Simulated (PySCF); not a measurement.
Molecule: C2H10O2Si2, SMILES [SiH3]OCCO[SiH3]. Atoms near the plane z = 0.0 Å, at the GFN2-xTB optimised geometry (x, y, z in Å): Si1 (2.8, -1.9, 0.0), O2 (1.2, -1.3, 0.0), C3 (0.8, 0.0, 0.0), C4 (-0.8, 0.0, 0.0), O5 (-1.2, 1.3, 0.0), Si6 (-2.7, 1.9, 0.0), H8 (2.5, -3.3, 0.0), H10 (1.1, 0.5, -0.9), H11 (1.1, 0.5, 0.9), H12 (-1.1, -0.5, -0.9), H13 (-1.1, -0.5, 0.9), H16 (-2.5, 3.3, 0.0).

Method: PySCF 2.14.0 with CAM-B3LYP/def2-TZVP. Cells within 0.4 Å of a nucleus heavier than hydrogen are left out (blank, or x). The values are rescaled to run from 0 to 1.

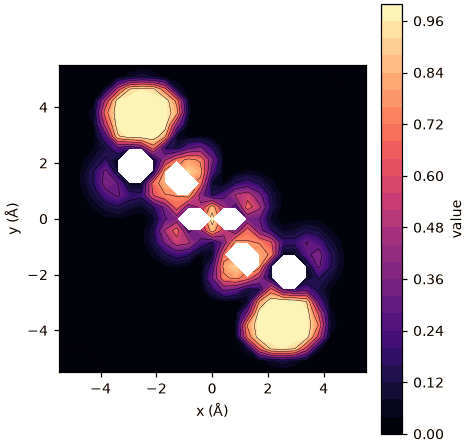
Figure: a field on the plane z = 0.0 Å.

Q: Which quantity is mapped?
A) deformation density (molecule minus spherical neutral atoms)
B) electron localisation function
C) an orbital amplitude
D) electrostatic potential

A: B, electron localisation function
